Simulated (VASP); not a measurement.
Band structure of CsI (CsCl type). All values below come from PBE GGA, VASP's PBE PAW potentials (set 64) (plane waves; VASP).

Unless said otherwise, spin-orbit coupling is left out, though it shifts the bands of the heavy elements here.

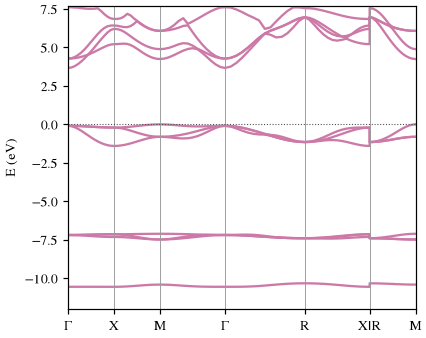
*Bands along high-symmetry lines, zero at the valence-band maximum or, without a gap, the Fermi level*

Q: Read the plot: is there a gap, and where are the band edges?

A: The gap is indirect, 3.67 eV, from the valence maximum at M to the conduction minimum at Γ. (Edges off the drawn lines would not show.)

Measured: gap 6.20 eV (computed value off by -2.53 eV), as given by Aguado et al., (1998), arXiv:cond-mat/9809176.

The compound is CsI in the CsCl type structure. It was relaxed first, which changed the volume by +7 %.
